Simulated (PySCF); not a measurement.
## Electronic structure of CH5ClOSi (SMILES O[SiH2]CCl) in real space

```xyz
9

O     1.6999    0.7120    0.2566
Si    0.6700   -0.5828    0.1077
C    -1.0252    0.0590   -0.4344
Cl   -1.5083    1.3320    0.7455
H     1.3029    1.4683    0.7040
H     1.2359   -1.4901   -0.9284
H     0.4809   -1.3231    1.3911
H    -1.8088   -0.7130   -0.4358
H    -0.9977    0.5304   -1.4278
```

Geometry: PBE0-D3(BJ)/def2-SVP.

These are results of PBE0/def2-SVPD, SCF density, gas phase in PySCF, not measurements.

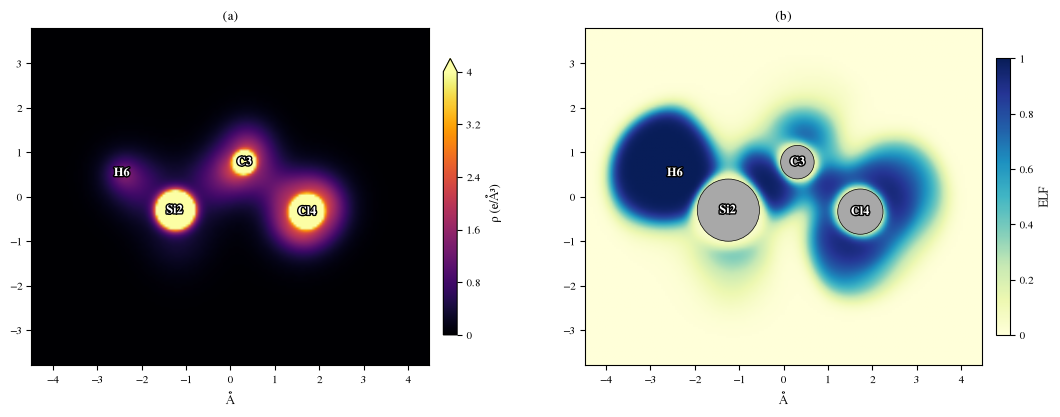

Figure 1. (a) total electron density; (b) ELF on the plane of atoms Si2, C3 and Cl4. Grey discs cover the atomic cores in the ELF map.

**Read the bonding off the picture.**

The section cuts through Si, C, Cl and H sites.
C–Cl (1.80 Å): the density is about 1.2 e/Å³ at the midpoint; the ELF peaks at about 0.90 between the atoms: a shared electron pair.
C–Si (1.89 Å): ρ is about 0.96 e/Å³ halfway; the ELF peaks at about 1 between the atoms; a shared electron pair.
Si–H (1.49 Å): ρ is about 0.79 e/Å³ halfway; the ELF climbs to about 1 towards the hydrogen, as it does in any bond to H.
The ELF also peaks beside Cl4, away from the bonds: lone-pair regions.

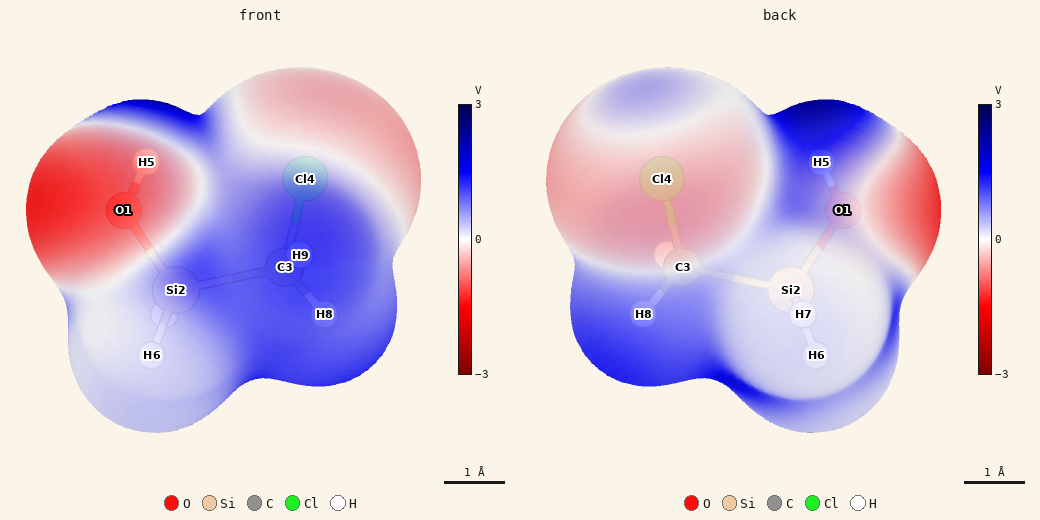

Figure 2. The molecular electrostatic potential painted on the density surface at 0.002 e/bohr³, seen from the front and from behind; red is negative and blue positive.

**Which sites attract a positive test charge, and which a negative one?**

A positive charge is drawn to the negative regions and a negative charge to the positive ones. The most negative region (about −1.3 V, or −30 kcal/mol for a unit charge) lies over O1, the most positive (about +2.2 V, or +51 kcal/mol for a unit charge) over H5. Cl4 shows a σ-hole: about +0.5 V, or +12 kcal/mol for a unit charge at the tip opposite its bond, against about 0.0 V on its flanks. O1 is the likeliest acceptor of a hydrogen bond.

**What dipole moment does the calculation give?**

Its dipole moment is 1.39 D.
